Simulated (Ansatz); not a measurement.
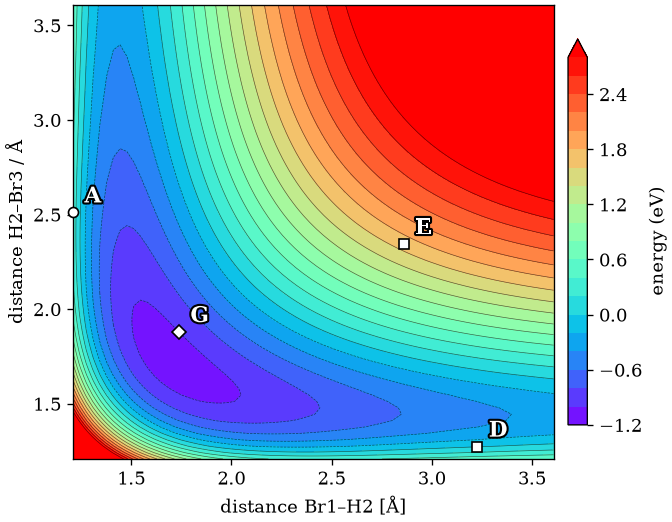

The system Br⁻ + HBr. 
- The first coordinate is: distance Br1–H2; the second: distance H2–Br3.
- Nothing is relaxed (the angle Br1–H2–Br3 is fixed at 180 degrees).
- Grid: 17 × 17 points; 153 points were computed and 136 follow by symmetry.
- Energies are in eV, from Br with charge -1 far from the relaxed HBr (each part in its own basis).
- The reference is spin-restricted, so regions where a bond is pulled apart into radicals lie too high.
- Method: RKS PBE0-D4/def2-SVPD in Ansatz 0.2.0.

The picture shows filled contours, one colour for all values above the top of the scale, lettered points. Between grid points the surface is interpolated.

### What kind of point is each of D, E, G: minimum, saddle, maximum or slope?

D: on a slope; E: on a slope; G: on a slope. (In these two coordinates alone; a stationary point may lie a little off the grid point.)

### Rank the lettered points by energy, lowest first.

G (−1.00 eV), D (−0.010 eV), A (0.36 eV), E (1.69 eV).
